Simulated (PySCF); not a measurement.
C₃H₁₁N₃OSi₃

```xyz
21

C     3.1420    0.5945    1.2250
C     2.4163    0.5286    0.2694
Si    1.2881    0.4517   -1.2007
N     0.1019    1.7215   -1.0475
Si   -1.2885    1.8410   -0.0283
C    -1.2018    0.4880    1.3127
N    -1.4988   -0.8501    0.8348
Si   -0.3244   -1.8347    0.0808
O    -1.2135   -3.0703   -0.5069
N     0.5817   -1.1205   -1.2227
H     3.7763    0.6486    2.0634
H     2.0032    0.6582   -2.4628
H     0.2472    2.5122   -1.6534
H    -1.2885    3.1699    0.5996
H    -2.5209    1.6621   -0.8175
H    -0.1978    0.4621    1.7383
H    -1.8889    0.7200    2.1336
H    -2.4515   -0.9390    0.5162
H     0.6459   -2.2587    1.0886
H    -0.7596   -3.8574   -0.7868
H     0.4226   -1.5110   -2.1363
```

Geometry: GFN2-xTB.

Computed with PBE0/pcSseg-1, SCF density, gas phase, non-relativistic in PySCF.

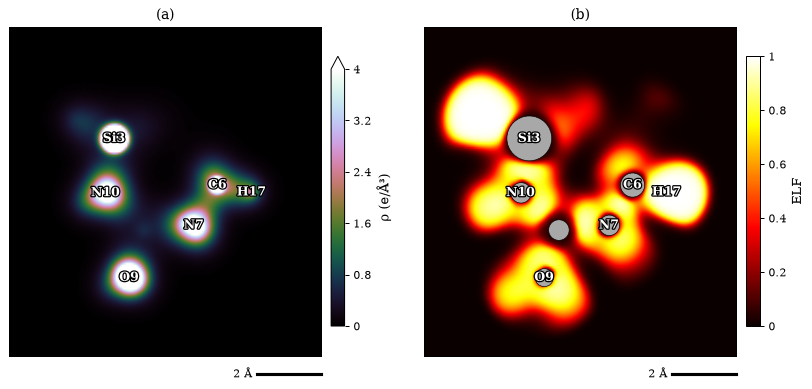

Figure 1. (a) total electron density; (b) ELF on the plane of atoms N7, C6 and H17. Grey discs cover the atomic cores in the ELF map.

> What do the fields say about this system?

The section cuts through Si, C, N, O and H sites. C–N (1.45 Å): ρ at the midpoint is about 1.9 e/Å³; the ELF peaks at about 0.90 between the atoms, as expected for a covalent bond. Si–N (1.72 Å): ρ is about 1.1 e/Å³ halfway; the ELF peaks at about 0.90 between the atoms (a shared but strongly polarised pair). The ELF also peaks beside O9, away from the bonds: lone-pair regions.

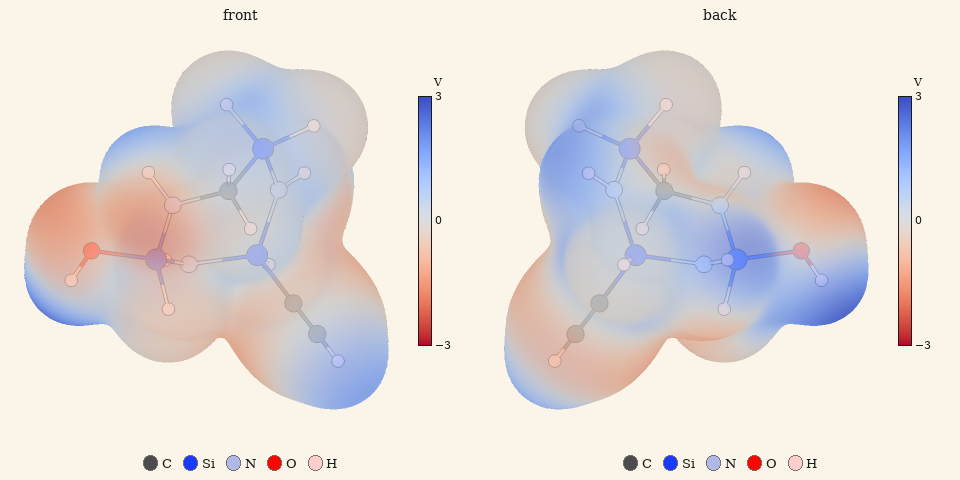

Figure 2. The molecular electrostatic potential painted on the density surface at 0.002 e/bohr³, seen from the front and from behind; the colour scale runs from red (negative) to blue (positive).

> Where is the surface potential most negative and most positive?

The most negative region (about −1.4 V) lies over N7 and O9, the most positive (about +2.4 V) over H20.

> What dipole moment does the calculation give?

Its dipole moment is 1.15 D.
